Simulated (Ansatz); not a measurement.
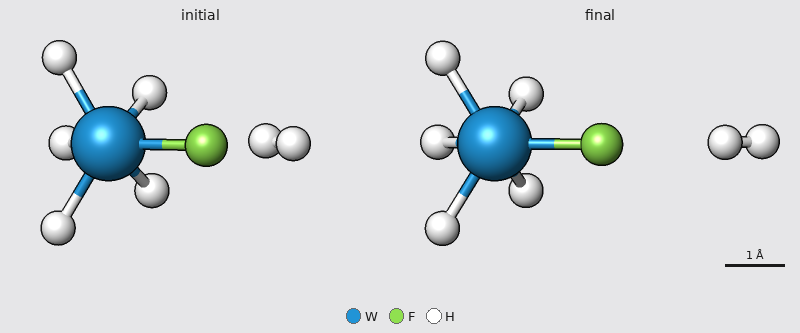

The structure of WH₇F before (left) and after (right) a relaxation, at one scale.

Style: ball-and-stick. Shown face on.

The run prepares an end point of a later path (reaction) calculation, from a guessed geometry.

Theory: Ansatz 0.2.0, RKS PBE-D4/def2-SVP.

Input
```yaml
crystal:
  periodic: [false, false, false]
  atoms:
    - { symbol: W, position_ang: [-0.419712, -0.420083, 0.340687] }
    - { symbol: F, position_ang: [0.100718, 0.094681, 2.063987] }
    - { symbol: H, position_ang: [1.115842, -0.03316, -0.141926] }
    - { symbol: H, position_ang: [-0.083428, 1.116309, -0.180973] }
    - { symbol: H, position_ang: [-1.74284, 0.301715, -0.464897] }
    - { symbol: H, position_ang: [0.300423, -1.741164, -0.469833] }
    - { symbol: H, position_ang: [-0.107676, -0.135565, -1.304652] }
    - { symbol: H, position_ang: [1.553875, 1.616653, 1.092634] }
    - { symbol: H, position_ang: [1.587198, 1.601214, 1.812173] }
basis:
  gaussian: { orbitals: def2-SVP }
hamiltonian:
  xc: pbe
  dispersion: d4
relax:
  f_tol: 0.03
  max_steps: 50
output:
  orbitals: {}
```

Command:
```bash
ansatz run input.yaml --threads 1 --pin off --max-ram 2048MiB --backend cpu --events-out ev --progress --plain --runs-dir out
```

> What changed between the two?

The atom that moves furthest after the best rigid fit is H8 (1.64 Å). By element the largest moves are H 1.64 Å, F 0.33 Å, W 0.23 Å. Some distances before and after: W1–H8 2.934 → 4.662 Å, H8–H9 0.720 → 0.770 Å, W1–F2 1.872 → 1.900 Å, W1–H7 1.699 → 1.695 Å. Among the angles between lasting bonds that change: F2–W1–H4 88.8° → 86.0°. Over 25 accepted moves (30 points after the start) the energy falls by 6.95 kcal/mol. The largest force component goes from 1.8 to 0.026 eV/Å. The line search rejected the trial steps at points 10, 13, 15, 19, 27 of the run. The forces were under the threshold at step 17, but the run went on from there. The run took 89 s on 1 thread of Arm Neoverse V1 (shared host), peak memory 0.14 GiB.
